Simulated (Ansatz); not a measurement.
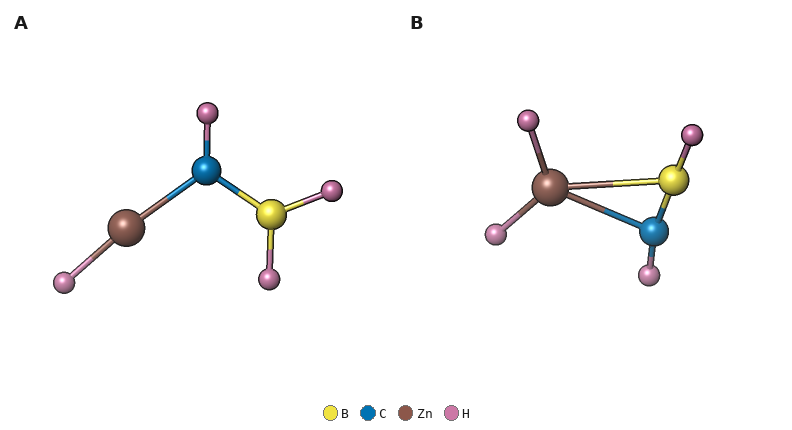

2 stationary structures of one formula. State: charge −1, singlet. Geometries: PBE0-D4/def2-TZVPD. Electronic energies: PBE0-D4/def2-TZVPPD (Ansatz 0.2.0), without zero-point energy. No frequency run is at hand to confirm each as a minimum. Each is one conformer, not always the lowest.

**Rank them by energy, lowest first.**

A is lowest (Cs); B lies 16.0 kcal/mol above it (Cs).
